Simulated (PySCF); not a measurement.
Molecule: SMILES C=[CH][Sn]([F])([Br])[CH]=C. Atoms near the plane z = 0.0 Å, at the B3LYP/def2-SVP optimised geometry (x, y, z in Å): Sn3 (-0.6, -1.2, 0.0), F4 (1.3, -1.2, 0.0), Br5 (-1.3, 1.2, 0.0).

Method: B3LYP/def2-TZVP, def2 effective core potentials past Kr run with PySCF. The core electrons that the potentials of Sn replace are not part of the density. Cells within 0.4 Å of a nucleus heavier than hydrogen are left out (blank, or x). The values are rescaled to run from 0 to 1.

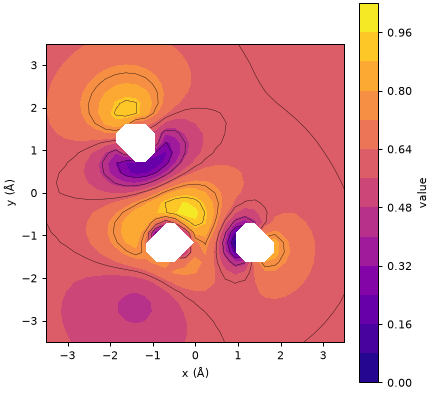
Fig. 1. a field on the plane z = 0.0 Å.

**Question.** Which quantity is mapped?
(A) an orbital amplitude
(B) deformation density (molecule minus spherical neutral atoms)
(C) log10 of the electron density
(D) Laplacian of the electron density

**Answer.** A, an orbital amplitude. In full: LUMO amplitude (bohr^(-3/2)).
